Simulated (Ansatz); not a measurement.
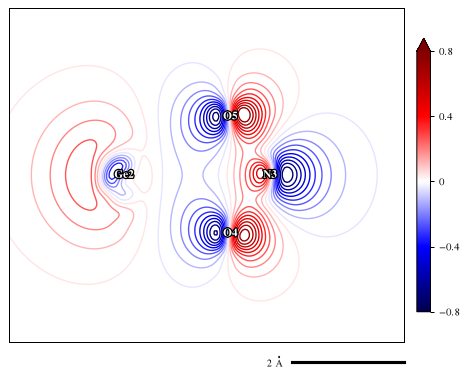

Figure 1: FGeNO2 (SMILES [F][Ge]1=[O+][N-][O]1). The HOMO on the plane of atoms O4, Ge2 and O5 (values in Å⁻³ᐟ²; the overall sign is arbitrary).

Geometry: B3LYP-D3(BJ)/6-311G**.

Theory: Ansatz 0.2.0, isolated molecule in a Gaussian basis; Kohn-Sham density functional theory, functional PBE0.

```csv
atom,x (Å),y (Å),z (Å)
F,-0.6593,-0.7250,1.5464
Ge,-2.1714,0.1831,1.5033
N,-1.0730,2.5299,1.5554
O,-1.2920,1.8767,0.5008
O,-1.3600,1.8623,2.5844
```

**Describe this orbital and give its energy.**

Its weight (Hirshfeld) is mainly on Ge2 (about 40 %), N3 (about 25 %), O4 (about 15 %) and O5 (about 15 %). Its energy is −8.12 eV.
